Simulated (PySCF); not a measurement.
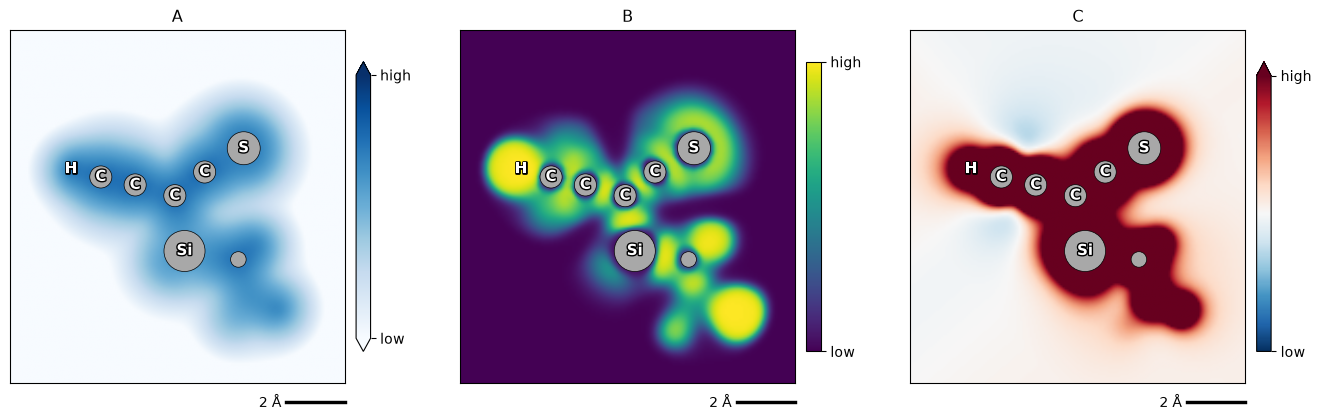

C$_{7}$H$_{8}$SSi (SMILES C#CC(=C=S)[SiH2]C1CC1): 3 fields on the plane of atoms C2, C3 and Si6, with unlabelled colour scales. Grey discs cover the atomic cores.

Geometry: GFN2-xTB.

Theory: PySCF 2.14.0, PBE0/pcSseg-1, SCF density, gas phase, non-relativistic.

```xyz
17

C     3.9055   -1.3407    0.2491
C     2.9443   -0.6335    0.1113
C     1.7924    0.1512   -0.0353
C     1.7502    1.4435   -0.1443
S     1.5048    2.9771   -0.2817
Si    0.1481   -0.8269   -0.1047
C    -1.2781    0.3911   -0.0355
C    -2.6559   -0.0951    0.3192
C    -1.9012    0.7496    1.2875
H     4.7602   -1.9361    0.3667
H     0.1420   -1.5894   -1.3599
H     0.1473   -1.7246    1.0553
H    -1.2475    1.1969   -0.7603
H    -3.4990    0.3406   -0.1956
H    -2.7852   -1.1427    0.5465
H    -2.2206    1.7695    1.4410
H    -1.5142    0.2815    2.1801
```

**The panels show electron density, electron localisation function and electrostatic potential in some order. Assign them.**

Panel A: electron density. Panel B: electron localisation function. Panel C: electrostatic potential (strongly positive close to the atoms, with negative regions outside electron-rich atoms). From the grid: C–C (1.20 Å): the density is about 2.7 e/Å³ at the midpoint; the ELF peaks at about 0.85 between the atoms: a multiple bond. C–S (1.56 Å): ρ at the midpoint is about 1.7 e/Å³; the ELF peaks at about 0.90 between the atoms: localised, covalent bonding.
